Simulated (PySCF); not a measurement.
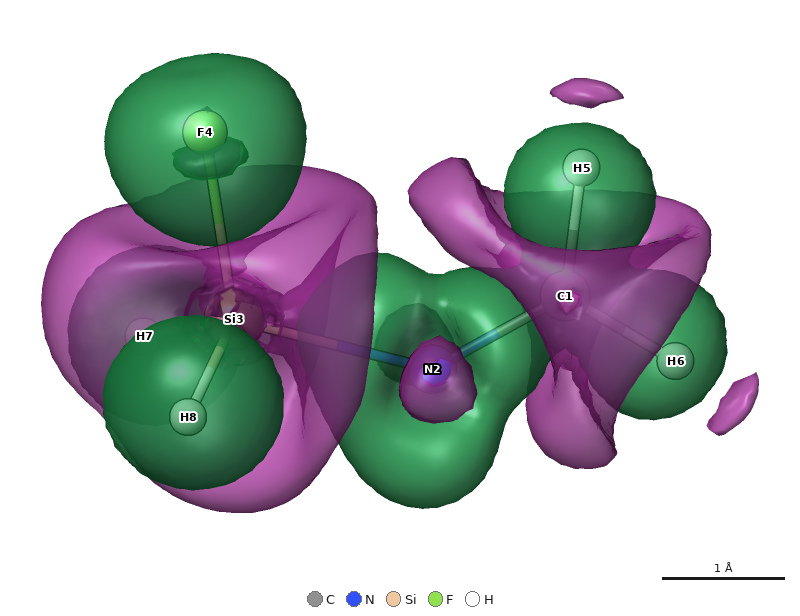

Figure. CH4FNSi, SMILES `C=N[SiH2]F`. Deformation density (molecule less spherical, spin-averaged free atoms at the same positions), surfaces at ±0.04 e/Å³; green: gain, purple: loss.

Computed with PySCF, B3LYP/def2-TZVP, geometry: GFN2-xTB. No frequency check shows the geometry to be a minimum.

Coordinates in Å:

```
C1       1.9279    0.4316    0.0000
N2       1.0600   -0.4645   -0.0002
Si3     -0.6541   -0.5109   -0.0000
F4      -1.3817    0.9351   -0.0001
H5       1.7154    1.5049   -0.0005
H6       2.9800    0.1542    0.0009
H7      -1.0450   -1.1311   -1.2494
H8      -1.0453   -1.1284    1.2516
```

**How much density has each bond gained at its critical point, relative to the free atoms?**

C1–H6: +0.80 e/Å³ at the bond critical point (bond length 1.09 Å, Mayer order 0.9). C1–H5: +0.78 e/Å³ at the bond critical point (bond length 1.09 Å, Mayer order 0.9). C1–N2: +0.70 e/Å³ at the bond critical point (bond length 1.25 Å, Mayer order 1.9). Si3–H7 and Si3–H8: +0.27 e/Å³ at the bond critical point (bond length 1.45 Å, Mayer order 0.9). N2–Si3: +0.16 e/Å³ at the bond critical point (bond length 1.72 Å, Mayer order 1.2). Si3–F4: +0.06 e/Å³ at the bond critical point (bond length 1.62 Å, Mayer order 1.1); up to 0.6 Å beside the axis the gain reaches +0.34 e/Å³. In all, 2.0 electrons gather in the regions of gain relative to the promolecule. A small or negative value marks a very polar bond, one between electron-rich atoms, whose free-atom densities already overlap strongly, a long bond to a heavier atom, or a closed-shell contact such as a hydrogen bond.

The PySCF run took 15 s on 1 thread of Arm Neoverse V2, on a shared host, peak memory 0.56 GiB.
